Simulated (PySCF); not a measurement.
SMILES Cc1ccsc1-c1cccs1, singlet at its GFN2-xTB optimised geometry (Å):

```
19

C      2.5622     0.5445    -0.0153
C      1.6307    -0.6199    -0.0023
C      2.0801    -1.9614     0.0062
C      1.0749    -2.8716     0.0171
S     -0.4703    -2.1238     0.0172
C      0.2561    -0.5348     0.0027
C     -0.6009     0.6088     0.0000
C     -1.9735     0.6088     0.0000
C     -2.5334     1.8984     0.0005
C     -1.5928     2.8786     0.0009
S      0.0031     2.2434     0.0000
H      2.3964     1.1631    -0.8971
H      3.5919     0.1965    -0.0201
H      2.4083     1.1735     0.8614
H      3.1220    -2.2297     0.0043
H      1.1408    -3.9412     0.0250
H     -2.5527    -0.2976    -0.0005
H     -3.5919     2.0884     0.0007
H     -1.7319     3.9412     0.0017
```

Level of theory: PBE/def2-SVP (PySCF). Cells within 0.4 Å of a nucleus heavier than hydrogen are left out (blank, or x).

Map of the electrostatic potential (hartree/e), clipped to [-0.08, 0.12] on the plane z = 0.0 Å:

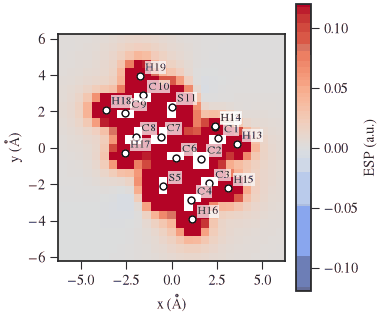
Electrostatic potential (hartree/e), clipped to [-0.08, 0.12] on the plane z = 0.0 Å.
